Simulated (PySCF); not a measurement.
C₂H₁₁BO₄Si₂, SMILES O(B(O)O)[SiH2]O[SiH](C)C at its GFN2-xTB optimised geometry (Å):

```
20

Si    -0.8717    -0.1734     0.0000
C      1.0284    -0.1734     0.0000
C     -1.5450    -1.2211    -1.4338
O     -1.3901    -0.8035     1.4118
Si    -1.9629    -1.9942     2.3328
O     -1.8848    -1.3740     3.8226
B     -2.1796    -1.7447     5.0796
O     -2.6943    -2.9750     5.3319
O     -1.9661    -0.8937     6.1221
H     -1.4257     1.1855     0.0000
H      1.4239    -1.1855     0.0278
H      1.4199     0.3524     0.8657
H      1.4257     0.3110    -0.8867
H     -1.1810    -2.2436    -1.3765
H     -1.2531    -0.8204    -2.3994
H     -2.6297    -1.2627    -1.4083
H     -1.0844    -3.1565     2.2296
H     -3.3530    -2.2466     1.9643
H     -2.8662    -3.1316     6.2611
H     -1.6039    -0.0457     5.8684
```

Calculation: B3LYP/def2-SVP (PySCF 2.14.0).

Map of the electrostatic potential (hartree/e), clipped to [-0.08, 0.12] on the plane z = 1.0 Å:

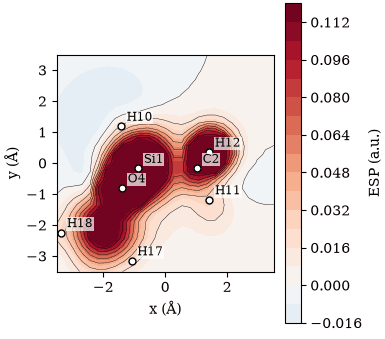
Figure: Electrostatic potential (hartree/e), clipped to [-0.08, 0.12] on the plane z = 1.0 Å.
